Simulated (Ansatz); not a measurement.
```json
{"atom": "W", "x (Å)": "0.0372", "y (Å)": "-0.2826", "z (Å)": "0.5401"}
{"atom": "Cl", "x (Å)": "0.9613", "y (Å)": "0.6094", "z (Å)": "2.5201"}
{"atom": "H", "x (Å)": "1.5213", "y (Å)": "0.3544", "z (Å)": "0.0121"}
{"atom": "H", "x (Å)": "0.1140", "y (Å)": "1.2662", "z (Å)": "-0.1016"}
{"atom": "H", "x (Å)": "-1.4357", "y (Å)": "0.3756", "z (Å)": "0.0021"}
{"atom": "O", "x (Å)": "0.1154", "y (Å)": "-2.0414", "z (Å)": "-0.2389"}
{"atom": "H", "x (Å)": "0.1102", "y (Å)": "-2.7288", "z (Å)": "0.4722"}
{"atom": "H", "x (Å)": "0.1791", "y (Å)": "-0.0499", "z (Å)": "-1.1124"}
```

Core potentials replace the inner electrons of W; not at a stationary point (largest force 1.2 eV/Å).

All numbers below come from RKS PBE/def2-SVP (Ansatz 0.2.0).

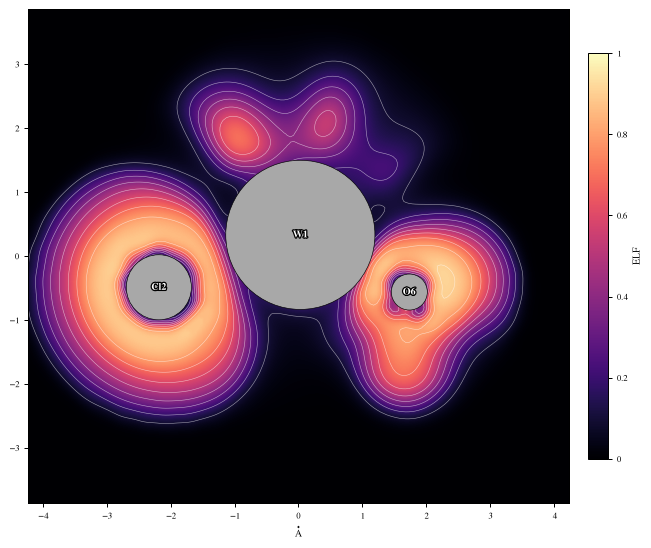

ClH5OW. Electron localisation function on the plane of atoms Cl2, W1 and O6. Grey discs cover the atomic cores.

> What do the fields say about this system?

- Atoms in the plane: W, Cl and O.
- W–O (1.93 Å): the ELF peaks at about 0.85 in the valence shell of O, 0.6 Å from its nucleus, and drops to about 0.25 between the two atoms.
- W–Cl (2.36 Å): the ELF peaks at about 0.85 in the valence shell of Cl, 0.8 Å from its nucleus, and is about 0.35 at the midpoint.
